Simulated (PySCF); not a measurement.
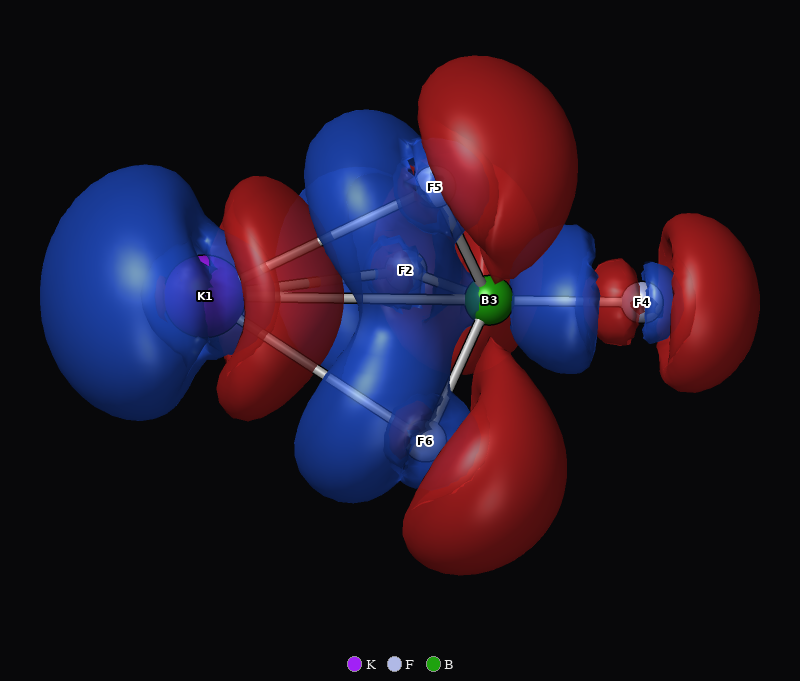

BF₄K, SMILES `[K+].F[B-](F)(F)F`. Density of the complex less the densities of the two fragments at the same geometry, ±0.008 e/Å³ (blue: gain, red: loss). Fragment A: K(+1) (atom 1); fragment B: BF4(−1).

Computed with PySCF, TPSS/def2-SVPD, geometry: GFN2-xTB. GFN2-xTB bond lengths at metals and heavier atoms can be off by up to 0.1 Å and shapes distorted, which carries into these values.

The calculation's input:

```python
import numpy as np
from pyscf import gto, scf, dft
from pyscf.scf import atom_ks, atom_hf
from scipy.linalg import block_diag
from pyscf.dispersion import dftd3

def solve(mol, dm0=None, hcore=None):
    mf = (dft.UKS if mol.spin else dft.RKS)(mol, xc='tpss')
    mf.grids.level = 3
    mf = mf.density_fit(auxbasis='def2-universal-jkfit')
    mf.conv_tol, mf.max_cycle = 1e-8, 80
    if hcore is not None:
        mf.get_hcore = lambda *args: hcore
    mf.kernel(dm0)
    if not mf.converged:
        mf = mf.newton().run(mf.mo_coeff, mf.mo_occ, max_cycle=30)
    assert mf.converged, 'SCF not converged'
    return mf

mol = gto.M(atom='''
K      1.62807     0.00000     0.00002
F     -0.26271    -1.26780    -0.25151
B     -0.84754    -0.00012     0.00006
F     -2.17818     0.00009    -0.00007
F     -0.26275     0.41608     1.22370
F     -0.26255     0.85171    -0.97219
''', basis='def2-svpd', charge=0, spin=0, verbose=4)
mol_a = gto.M(atom='''
K      1.62807     0.00000     0.00002
ghost-F     -0.26271    -1.26780    -0.25151
ghost-B     -0.84754    -0.00012     0.00006
ghost-F     -2.17818     0.00009    -0.00007
ghost-F     -0.26275     0.41608     1.22370
ghost-F     -0.26255     0.85171    -0.97219
''', basis='def2-svpd', charge=1, spin=0, verbose=4)
mol_b = gto.M(atom='''
ghost-K      1.62807     0.00000     0.00002
F     -0.26271    -1.26780    -0.25151
B     -0.84754    -0.00012     0.00006
F     -2.17818     0.00009    -0.00007
F     -0.26275     0.41608     1.22370
F     -0.26255     0.85171    -0.97219
''', basis='def2-svpd', charge=-1, spin=0, verbose=4)
ab, a, b = solve(mol), solve(mol_a), solve(mol_b)
e_int = ab.e_tot - a.e_tot - b.e_tot
print('counterpoise-corrected interaction energy / kcal/mol', e_int * 627.5095)
def disp(atoms, charge):
    m = gto.M(atom=atoms, charge=charge, basis='sto-3g', spin=None, unit='Bohr', verbose=0)
    return dftd3.DFTD3Dispersion(m, xc='tpss', version='d3bj').get_dispersion()['energy']
e_disp = disp(mol._atom, mol.charge) - disp(mol._atom[:1], mol_a.charge) - disp(mol._atom[1:], mol_b.charge)
print('D3(BJ) part / kcal/mol', e_disp * 627.5095)
# spherically averaged free atoms, for the promolecule
atm = atom_ks.get_atm_nrks(mol, xc='tpss')
pro = block_diag(*[(atm[a[0]][2] * atm[a[0]][3]) @ atm[a[0]][2].T for a in mol._atom])
np.savez('result.npz', e_int=e_int, e_disp=e_disp, dm_a=a.make_rdm1(), dm_b=b.make_rdm1(), c=ab.mo_coeff, occ=ab.mo_occ, eps=ab.mo_energy, pro=pro, d=[f.dip_moment(verbose=0) for f in (ab, a, b)])
```

Launched as:

```sh
OMP_NUM_THREADS=1 python input.py
```

The run took 69 s on 1 thread of Arm Neoverse V1, on a shared host, peak memory 0.58 GiB.

Partitions, critical points and surface values were worked out afterwards from this run's density.

**How is the density rearranged on binding?**

Hirshfeld charges show 0.045 e passing from B to A. By Hirshfeld charges, electrons gather most on K1 (−0.045 e) and leave F4 most (+0.041 e); 0.30 e is displaced in all.

**What is the interaction energy, and which contacts carry it?**

The counterpoise-corrected interaction energy of the frozen fragments is −101.4 kcal/mol without dispersion correction and −102.8 kcal/mol with D3(BJ). D3 uses neutral-atom coefficients and tends to overbind metal cations. The pair geometry is semi-empirical, not a minimum at this level. Contacts: K1···F6, 2.29 Å, ρ = 0.042 a.u.; K1···F2, 2.29 Å, ρ = 0.042 a.u.; K1···F5, 2.29 Å, ρ = 0.042 a.u. The pose is a local one from a semi-empirical search, not shown to be the most stable.
